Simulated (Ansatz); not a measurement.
## Profile along the Hf–O line in HfO2 (fluorite)

HfO₂ (fluorite)

```yaml
crystal:
  lattice:
    - [0.00000, 2.52945, 2.52945]
    - [2.52945, 0.00000, 2.52945]
    - [2.52945, 2.52945, 0.00000]
  atoms:
    - { symbol: Hf, position: [0.00000, 0.00000, 0.00000] }
    - { symbol: O, position: [0.25000, 0.25000, 0.25000] }
    - { symbol: O, position: [0.75000, 0.75000, 0.75000] }
```

Fields along a shortest Hf–O line of a {110} plane (2.19 Å), from Hf to O, interpolated on the slice's grid (step about 0.2 Å). These are r2SCAN (plane waves to 500 eV, PAW, scalar-relativistic; Ansatz, a program for electronic structure) values and carry that method's errors. k mesh 11×11×11. Inside the PAW spheres the values are not all-electron values, and peaks at nuclei hang on which shells count as valence. HfO2 is run without spin polarisation. HfO2 was relaxed with its symmetry unable to fall. Spin-orbit coupling is left out, though Hf is heavy. The PAW data are Ansatz's earlier set. This is a high-temperature form of HfO2.

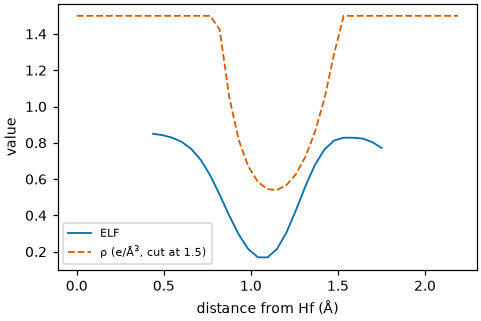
Figure: ELF (away from the nuclei) and valence density from Hf to O.

Density on the Hf–O line (2.19 Å) at its density minimum, 1.1 Å from Hf: 0.54 e/Å³. ELF at that point: 0.2. Element round which the density of the highest valence band (whole band, smooth part) is largest on this plane: O.
